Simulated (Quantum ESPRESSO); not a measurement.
# Au (Fm-3m): pw.x, ph.x and EPW

Wanted: λ, Tc and ρ(T) of Au (Fm-3m) from Quantum ESPRESSO and EPW.

Program: Quantum ESPRESSO 7.5. Level of theory: DFT LDA, scalar-relativistic, plane waves, PseudoDojo 0.4.1 norm-conserving pseudopotentials. Results are calculated unless marked as measured.

### 1. The structure

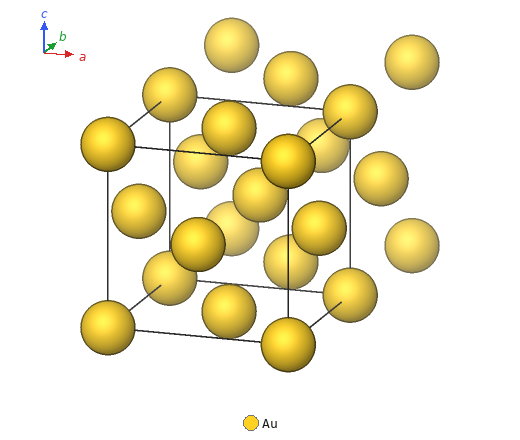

The cell as given, slightly off an axis (gold yellow). 1×2×1 cells are drawn. This picture shows the conventional cell, with its axes. Some periodic images of atoms are drawn too.

### 2. Relaxation

The cell is relaxed under the functional used for all that follows.

Input file relax.in:

```
&control
   calculation = 'vc-relax'
   prefix = 'x'
   outdir = './tmp'
   pseudo_dir = './pseudo'
   tprnfor = .true.
   tstress = .true.
   etot_conv_thr = 1.0d-05
   forc_conv_thr = 4.0d-04
/
&system
   ibrav = 0
   nat = 1
   ntyp = 1
   ecutwfc = 64.0
   occupations = 'smearing'
   smearing = 'mv'
   degauss = 0.02
/
&electrons
   conv_thr = 1.0d-11
/
&ions
/
&cell
   press_conv_thr = 0.4
/
ATOMIC_SPECIES
 Au    196.9666  Au.upf
CELL_PARAMETERS angstrom
     0.000000000    2.035000000    2.035000000
     2.035000000    0.000000000    2.035000000
     2.035000000    2.035000000    0.000000000
ATOMIC_POSITIONS crystal
 Au     0.000000000   0.000000000   0.000000000
K_POINTS automatic
 12 12 12 0 0 0
```

On the command line:

```
> OMP_NUM_THREADS=1 mpirun -n 16 pw.x -nk 16 -in relax.in > relax.out
```

What it wrote:

```text
Program PWSCF v.7.5

     This program is part of the open-source Quantum ESPRESSO suite
     for quantum simulation of materials; please cite
         "P. Giannozzi et al., J. Phys.:Condens. Matter 21 395502 (2009);
         "P. Giannozzi et al., J. Phys.:Condens. Matter 29 465901 (2017);
         "P. Giannozzi et al., J. Chem. Phys. 152 154105 (2020);
     in publications or presentations arising from this work. More details at

     Message from routine setup:
     using ibrav=0 with symmetry is DISCOURAGED, use correct ibrav instead

     G-vector sticks info
     --------------------
     sticks:   dense  smooth     PW     G-vecs:    dense   smooth      PW
     Sum         511     511    163                 7799     7799    1459

     Using Slab Decomposition

     bravais-lattice index     =            0
     lattice parameter (alat)  =       5.4385  a.u.
     unit-cell volume          =     113.7417 (a.u.)^3
     number of atoms/cell      =            1
     number of atomic types    =            1
     number of electrons       =        19.00
     number of Kohn-Sham states=           14
     kinetic-energy cutoff     =      64.0000  Ry
     charge density cutoff     =     256.0000  Ry
     scf convergence threshold =      1.0E-11
     mixing beta               =       0.7000
     number of iterations used =            8  plain     mixing
     energy convergence thresh.=      1.0E-05
     force convergence thresh. =      4.0E-04
     press convergence thresh. =      4.0E-01
     Exchange-correlation= SLA  PW   NOGX NOGC
                           (   1   4   0   0   0   0   0)
     nstep                     =           50

     celldm(1)=   5.438489  celldm(2)=   0.000000  celldm(3)=   0.000000
     celldm(4)=   0.000000  celldm(5)=   0.000000  celldm(6)=   0.000000

     crystal axes: (cart. coord. in units of alat)
               a(1) = (   0.000000   0.707107   0.707107 )
               a(2) = (   0.707107   0.000000   0.707107 )
               a(3) = (   0.707107   0.707107   0.000000 )
[...]
number of Kohn-Sham states=           14
     number of k points=    72  Marzari-Vanderbilt smearing, width (Ry)=  0.0200
     estimated scf accuracy    <       0.06900964 Ry
     estimated scf accuracy    <       0.03177075 Ry
     estimated scf accuracy    <       0.00008835 Ry
     estimated scf accuracy    <       0.00000538 Ry
     estimated scf accuracy    <       0.00000216 Ry
     estimated scf accuracy    <          1.6E-09 Ry
     estimated scf accuracy    <          2.9E-11 Ry
     estimated scf accuracy    <          2.9E-11 Ry
     the Fermi energy is    21.2991 ev
!    total energy              =    -295.10682659 Ry
     estimated scf accuracy    <          4.7E-14 Ry
     convergence has been achieved in   9 iterations
          total   stress  (Ry/bohr**3)                   (kbar)     P=       -4.02
   JOB DONE.
```

Run time: 7.9 s. Hardware: 16 MPI ranks of Arm Neoverse N1, shared host.

This step gave:

* free energy: -4015.1329 eV
* pressure: -0.4020 GPa
* volume per atom: 16.44 Å³/atom

The volume ends at 16.44 Å³ an atom, -2.5 % from the start.

### 3. Ground state

Linear response needs a tightly converged ground state.

Input file scf.in:

```
&control
   calculation = 'scf'
   prefix = 'x'
   outdir = './tmp'
   pseudo_dir = './pseudo'
   tprnfor = .true.
   tstress = .true.
/
&system
   ibrav = 0
   nat = 1
   ntyp = 1
   ecutwfc = 64.0
   occupations = 'smearing'
   smearing = 'mv'
   degauss = 0.02
/
&electrons
   conv_thr = 1.0d-12
/
ATOMIC_SPECIES
 Au    196.9666  Au.upf
CELL_PARAMETERS angstrom
     0.000000000    2.018048200    2.018048200
     2.018048200    0.000000000    2.018048200
     2.018048200    2.018048200    0.000000000
ATOMIC_POSITIONS crystal
 Au     0.000000000   0.000000000   0.000000000
K_POINTS automatic
 12 12 12 0 0 0
```

On the command line:

```
> OMP_NUM_THREADS=1 mpirun -n 16 pw.x -nk 16 -in scf.in > scf.out
```

What it wrote:

```text
[banner, memory and clock lines left out]
[...]
number of Kohn-Sham states=           14
     number of k points=    72  Marzari-Vanderbilt smearing, width (Ry)=  0.0200
     estimated scf accuracy    <       0.06764275 Ry
     estimated scf accuracy    <       0.02939918 Ry
     estimated scf accuracy    <       0.00009264 Ry
     estimated scf accuracy    <       0.00000475 Ry
     estimated scf accuracy    <       0.00000180 Ry
     estimated scf accuracy    <          1.6E-09 Ry
     estimated scf accuracy    <          1.5E-11 Ry
     estimated scf accuracy    <          2.1E-11 Ry
     the Fermi energy is    21.2991 ev
!    total energy              =    -295.10682659 Ry
     estimated scf accuracy    <          6.3E-15 Ry
     convergence has been achieved in   9 iterations
          total   stress  (Ry/bohr**3)                   (kbar)     P=       -4.02
```

It took 2.9 s on 16 MPI ranks.

This step gave:

| Item | Value |
| --- | --- |
| Fermi energy | 21.30 eV |

The Fermi level lies at 21.30 eV and the pressure is -0.40 GPa.

### 4. Phonons on the coarse mesh

ph.x gives the dynamical matrices and the changes of the potential on a coarse q mesh, which EPW interpolates.

Input file ph.in:

```
phonons
&inputph
   prefix = 'x'
   outdir = './tmp'
   tr2_ph = 1.0d-14
   fildyn = 'x.dyn'
   fildvscf = 'dvscf'
   ldisp = .true.
   nq1 = 6
   nq2 = 6
   nq3 = 6
   alpha_mix(1) = 0.5
   amass(1) = 196.9666
/
```

On the command line:

```
> OMP_NUM_THREADS=1 mpirun -n 16 ph.x -nk 16 -in ph.in > ph.out
```

What it wrote:

```text
[banner, memory and clock lines left out]
Program PHONON v.7.5

     ./tmp/x.save/

     IMPORTANT: XC functional enforced from input :
     Exchange-correlation= PW
                           (   1   4   0   0   0   0   0)
     Any further DFT definition will be discarded
     Please, verify this is what you really want

     G-vector sticks info

     Reading collected, re-writing distributed wavefunctions in ./tmp/

     Dynamical matrices for ( 6, 6, 6)  uniform grid of q-points
     (  16 q-points):
       N         xq(1)         xq(2)         xq(3)
       1   0.000000000   0.000000000   0.000000000
       2   0.117851130   0.117851130  -0.117851130
       3   0.235702260   0.235702260  -0.235702260
       4  -0.353553391  -0.353553391   0.353553391
       5   0.235702260  -0.000000000   0.000000000
       6   0.353553391   0.117851130  -0.117851130
       7  -0.235702260  -0.471404521   0.471404521
       8  -0.117851130  -0.353553391   0.353553391
       9   0.000000000  -0.235702260   0.235702260
      10   0.471404521  -0.000000000   0.000000000
      11  -0.117851130  -0.589255651   0.589255651
      12  -0.000000000  -0.471404521   0.471404521
      13  -0.707106781   0.000000000   0.000000000
      14  -0.235702260  -0.471404521   0.707106781
      15  -0.117851130  -0.353553391   0.589255651
      16  -0.707106781   0.235702260   0.000000000

     Number and degeneracy of irreps per q-point
       N         xq(1)         xq(2)         xq(3)   N irreps
       1   0.000000000   0.000000000   0.000000000       1
        3
       2   0.117851130   0.117851130  -0.117851130       2
        1   2
       3   0.235702260   0.235702260  -0.235702260       2
        1   2
       4  -0.353553391  -0.353553391   0.353553391       2
        1   2
       5   0.235702260  -0.000000000   0.000000000       2
        1   2
       6   0.353553391   0.117851130  -0.117851130       3
     No degeneracy
       7  -0.235702260  -0.471404521   0.471404521       3
     No degeneracy
       8  -0.117851130  -0.353553391   0.353553391       3
     No degeneracy
       9   0.000000000  -0.235702260   0.235702260       3
     No degeneracy
      10   0.471404521  -0.000000000   0.000000000       2
        1   2
      11  -0.117851130  -0.589255651   0.589255651       3
     No degeneracy
      12  -0.000000000  -0.471404521   0.471404521       3
     No degeneracy
      13  -0.707106781   0.000000000   0.000000000       2
        1   2
      14  -0.235702260  -0.471404521   0.707106781       3
     No degeneracy
      15  -0.117851130  -0.353553391   0.589255651       3
     No degeneracy
      16  -0.707106781   0.235702260   0.000000000       3
     No degeneracy

     Saving dvscf to file. Distribute only q points, not irreducible representations.

     Calculation of q =    0.0000000   0.0000000   0.0000000

     phonons

     bravais-lattice index     =            0
     lattice parameter (alat)  =       5.3932  a.u.
     unit-cell volume          =     110.9229 (a.u.)^3
     number of atoms/cell      =            1
     number of atomic types    =            1
     kinetic-energy cut-off    =      64.0000  Ry
     charge density cut-off    =     256.0000  Ry
     convergence threshold     =      1.0E-14
     beta                      =       0.5000
     number of iterations used =            4
     Exchange-correlation= PW
                           (   1   4   0   0   0   0   0)

     celldm(1)=    5.39319  celldm(2)=    0.00000  celldm(3)=    0.00000
     celldm(4)=    0.00000  celldm(5)=    0.00000  celldm(6)=    0.00000

     crystal axes: (cart. coord. in units of alat)
               a(1) = (  0.0000  0.7071  0.7071 )
               a(2) = (  0.7071  0.0000  0.7071 )
               a(3) = (  0.7071  0.7071  0.0000 )

     reciprocal axes: (cart. coord. in units 2 pi/alat)
               b(1) = ( -0.7071  0.7071  0.7071 )
               b(2) = (  0.7071 -0.7071  0.7071 )
               b(3) = (  0.7071  0.7071 -0.7071 )

     Atoms inside the unit cell:

     Cartesian axes

     site n.  atom      mass           positions (alat units)
        1  Au    196.9666   tau(    1) = (    0.00000    0.00000    0.00000  )

     Computing dynamical matrix for
                    q = (   0.0000000   0.0000000   0.0000000 )

     49 Sym.Ops. (with q -> -q+G )

     G cutoff =  188.6127  (   7727 G-vectors)     FFT grid: ( 27, 27, 27)

     number of k points=    72  Marzari-Vanderbilt smearing, width (Ry)=  0.0200

     PseudoPot. # 1 for Au read from file:
     ./pseudo/Au.upf
     Pseudo is Norm-conserving + core correction, Zval = 19.0
     Using radial grid of 1324 points,  7 beta functions with:
                l(1) =   0
                l(2) =   0
                l(3) =   1
                l(4) =   1
                l(5) =   2
                l(6) =   2
                l(7) =   3

     Mode symmetry, O_h (m-3m)  point group:

     Atomic displacements:
     There are    1 irreducible representations

     Representation     1      3 modes -  To be done

     Alpha used in Ewald sum =   2.5000

     Representation #   1 modes #   1   2   3

     Self-consistent Calculation

     Pert. #  1: Fermi energy shift (Ry) =    -3.8602E-24    -2.9779E-37
     Pert. #  2: Fermi energy shift (Ry) =     1.3235E-23    -3.1347E-37
     Pert. #  3: Fermi energy shift (Ry) =     6.6174E-24    -2.5077E-37

      thresh= 1.000E-02 alpha_mix =  0.500 |ddv_scf|^2 =  2.435E-05

     Pert. #  1: Fermi energy shift (Ry) =    -3.2312E-27     2.9387E-39
     Pert. #  2: Fermi energy shift (Ry) =    -3.2312E-27    -1.1755E-38
     Pert. #  3: Fermi energy shift (Ry) =    -3.2312E-27     2.4489E-39

      thresh= 4.935E-04 alpha_mix =  0.500 |ddv_scf|^2 =  2.312E-07

     Pert. #  1: Fermi energy shift (Ry) =    -1.7771E-26     4.2857E-40
     Pert. #  2: Fermi energy shift (Ry) =    -5.3853E-27     7.3468E-40
     Pert. #  3: Fermi energy shift (Ry) =     7.0009E-27     0.0000E+00

      thresh= 4.808E-05 alpha_mix =  0.500 |ddv_scf|^2 =  4.835E-09

     Pert. #  1: Fermi energy shift (Ry) =     2.5849E-26     2.6020E-40
     Pert. #  2: Fermi energy shift (Ry) =     1.1848E-26     1.2245E-40
     Pert. #  3: Fermi energy shift (Ry) =     1.6156E-26    -4.8979E-40

      thresh= 6.953E-06 alpha_mix =  0.500 |ddv_scf|^2 =  7.803E-11

     Pert. #  1: Fermi energy shift (Ry) =     3.7697E-27     1.8176E-41
     Pert. #  2: Fermi energy shift (Ry) =     8.6165E-27     1.9132E-41
     Pert. #  3: Fermi energy shift (Ry) =     3.7697E-27     1.5306E-41

      thresh= 8.833E-07 alpha_mix =  0.500 |ddv_scf|^2 =  5.315E-13

     Pert. #  1: Fermi energy shift (Ry) =    -1.2386E-26    -3.5873E-43
[...]
End of self-consistent calculation

     Convergence has been achieved

     Representation #   3 mode #   3

     Self-consistent Calculation

[...]
End of self-consistent calculation

     Convergence has been achieved

     Number of q in the star =   24
     List of q in the star:
[...]
Diagonalizing the dynamical matrix

     q = (   -0.117851130  -0.353553391   0.589255651 )

 **************************************************************************
     freq (    1) =       2.293446 [THz] =      76.501140 [cm-1]
     freq (    2) =       3.297731 [THz] =     110.000461 [cm-1]
     freq (    3) =       4.151804 [THz] =     138.489275 [cm-1]
 **************************************************************************

     Mode symmetry, C_2  (2)    point group:

     freq (   1-   1) =         76.5  [cm-1]   --> B
     freq (   2-   2) =        110.0  [cm-1]   --> A
     freq (   3-   3) =        138.5  [cm-1]   --> B

     Calculation of q =   -0.7071068   0.2357023   0.0000000

     G-vector sticks info

     Title:
     phonons

     bravais-lattice index     =            0
     lattice parameter (alat)  =       5.3932  a.u.
     unit-cell volume          =     110.9229 (a.u.)^3
     number of atoms/cell      =            1
     number of atomic types    =            1
     number of electrons       =        19.00
     number of Kohn-Sham states=           14
     kinetic-energy cutoff     =      64.0000  Ry
     charge density cutoff     =     256.0000  Ry
     Exchange-correlation= PW
                           (   1   4   0   0   0   0   0)

     celldm(1)=   5.393186  celldm(2)=   0.000000  celldm(3)=   0.000000
     celldm(4)=   0.000000  celldm(5)=   0.000000  celldm(6)=   0.000000

     crystal axes: (cart. coord. in units of alat)
               a(1) = (   0.000000   0.707107   0.707107 )
               a(2) = (   0.707107   0.000000   0.707107 )
               a(3) = (   0.707107   0.707107   0.000000 )

     reciprocal axes: (cart. coord. in units 2 pi/alat)
               b(1) = ( -0.707107  0.707107  0.707107 )
               b(2) = (  0.707107 -0.707107  0.707107 )
               b(3) = (  0.707107  0.707107 -0.707107 )

     PseudoPot. # 1 for Au read from file:
     ./pseudo/Au.upf
     Pseudo is Norm-conserving + core correction, Zval = 19.0
     Using radial grid of 1324 points,  7 beta functions with:
                l(1) =   0
                l(2) =   0
[...]
l(7) =   3

     atomic species   valence    mass     pseudopotential
     Au               19.00   196.96660     Au( 1.00)

     48 Sym. Ops., with inversion, found

   Cartesian axes

     site n.     atom                  positions (alat units)
         1        Au     tau(   1) = (   0.0000000   0.0000000   0.0000000  )

     number of k points=  1020  Marzari-Vanderbilt smearing, width (Ry)=  0.0200

     Number of k-points >= 100: set verbosity='high' to print them.

     Dense  grid:     7727 G-vectors     FFT dimensions: (  27,  27,  27)

     The potential is recalculated from file :
     ./tmp/_ph0/x.q_16/x.save/charge-density

     Starting wfcs are   10 atomic +    4 random wfcs

     Band Structure Calculation
     Davidson diagonalization with overlap

     ethr =  5.26E-11,  avg # of iterations = 15.0

     End of band structure calculation

     Number of k-points >= 100: set verbosity='high' to print the bands.

     the Fermi energy is    21.2991 ev

     Writing config to output data dir ./tmp/_ph0/x.q_16/x.save/ :
     XML data file

     phonons

     bravais-lattice index     =            0
     lattice parameter (alat)  =       5.3932  a.u.
     unit-cell volume          =     110.9229 (a.u.)^3
     number of atoms/cell      =            1
     number of atomic types    =            1
     kinetic-energy cut-off    =      64.0000  Ry
     charge density cut-off    =     256.0000  Ry
     convergence threshold     =      1.0E-14
     beta                      =       0.5000
     number of iterations used =            4
     Exchange-correlation= PW
                           (   1   4   0   0   0   0   0)

     celldm(1)=    5.39319  celldm(2)=    0.00000  celldm(3)=    0.00000
     celldm(4)=    0.00000  celldm(5)=    0.00000  celldm(6)=    0.00000

     crystal axes: (cart. coord. in units of alat)
               a(1) = (  0.0000  0.7071  0.7071 )
               a(2) = (  0.7071  0.0000  0.7071 )
               a(3) = (  0.7071  0.7071  0.0000 )

     reciprocal axes: (cart. coord. in units 2 pi/alat)
               b(1) = ( -0.7071  0.7071  0.7071 )
               b(2) = (  0.7071 -0.7071  0.7071 )
               b(3) = (  0.7071  0.7071 -0.7071 )

     Atoms inside the unit cell:

     Cartesian axes

     site n.  atom      mass           positions (alat units)
        1  Au    196.9666   tau(    1) = (    0.00000    0.00000    0.00000  )

     Computing dynamical matrix for
                    q = (  -0.7071068   0.2357023   0.0000000 )

      4 Sym.Ops. (no q -> -q+G )

     G cutoff =  188.6127  (   7727 G-vectors)     FFT grid: ( 27, 27, 27)

     number of k points=  1020  Marzari-Vanderbilt smearing, width (Ry)=  0.0200

     PseudoPot. # 1 for Au read from file:
     ./pseudo/Au.upf
     Pseudo is Norm-conserving + core correction, Zval = 19.0
     Using radial grid of 1324 points,  7 beta functions with:
                l(1) =   0
                l(2) =   0
                l(3) =   1
                l(4) =   1
                l(5) =   2
                l(6) =   2
                l(7) =   3

     Mode symmetry, C_2v (mm2)  point group:

     Atomic displacements:
     There are    3 irreducible representations

     Representation     1      1 modes -  To be done

     Representation     2      1 modes -  To be done

     Representation     3      1 modes -  To be done

     Alpha used in Ewald sum =   2.5000

     Representation #   1 mode #   1

     Self-consistent Calculation

[...]
End of self-consistent calculation

     Convergence has been achieved

     Representation #   2 mode #   2

     Self-consistent Calculation

[...]
End of self-consistent calculation

     Convergence has been achieved

     Representation #   3 mode #   3

     Self-consistent Calculation

      thresh= 1.000E-02 alpha_mix =  0.500 |ddv_scf|^2 =  9.083E-04

      thresh= 3.014E-03 alpha_mix =  0.500 |ddv_scf|^2 =  3.710E-05

      thresh= 6.091E-04 alpha_mix =  0.500 |ddv_scf|^2 =  3.121E-07

      thresh= 5.587E-05 alpha_mix =  0.500 |ddv_scf|^2 =  6.975E-09

      thresh= 8.351E-06 alpha_mix =  0.500 |ddv_scf|^2 =  2.731E-11

      thresh= 5.226E-07 alpha_mix =  0.500 |ddv_scf|^2 =  2.875E-12

      thresh= 1.696E-07 alpha_mix =  0.500 |ddv_scf|^2 =  1.498E-14

      thresh= 1.224E-08 alpha_mix =  0.500 |ddv_scf|^2 =  1.119E-15

     End of self-consistent calculation

     Convergence has been achieved

     Number of q in the star =   12
     List of q in the star:
[...]
5   0.000000000  -0.235702260  -0.707106781
          6   0.235702260   0.000000000  -0.707106781
          7  -0.235702260  -0.000000000   0.707106781
          8   0.000000000  -0.707106781  -0.235702260
          9   0.000000000  -0.707106781   0.235702260
         10   0.235702260   0.707106781  -0.000000000
         11  -0.235702260   0.707106781   0.000000000
         12  -0.000000000   0.235702260   0.707106781

     Diagonalizing the dynamical matrix

     q = (   -0.707106781   0.235702260   0.000000000 )

 **************************************************************************
     freq (    1) =       2.653490 [THz] =      88.510899 [cm-1]
     freq (    2) =       3.209708 [THz] =     107.064350 [cm-1]
     freq (    3) =       4.247490 [THz] =     141.681015 [cm-1]
 **************************************************************************

     Mode symmetry, C_2v (mm2)  point group:

     freq (   1-   1) =         88.5  [cm-1]   --> A_1  D_1  S_1
     freq (   2-   2) =        107.1  [cm-1]   --> B_2  D_4  S_4
     freq (   3-   3) =        141.7  [cm-1]   --> B_1  D_3  S_3
```

Run time: 29 min. Hardware: 16 MPI ranks.

Numbers from this step:

```yaml
lowest_frequency_off_the_zone_centre: 25.83 cm⁻¹
largest_magnitude_of_the_acoustic_modes_at_the_zone_centre_before_the_sum_rule: 1.653 cm⁻¹
```

[end of part 1 of 3]

[The logs of pw.x and epw.x are selected lines.]

[Logs are printed without paths, hosts, clocks, repeated set-up lines and the standing remarks that a program may print on its own settings, such as how far it seeks lower states.]

[Hosts, paths, dates, database ids (printed as entryN), source tags and the programs' standing remarks are cut or masked in the printed files.]
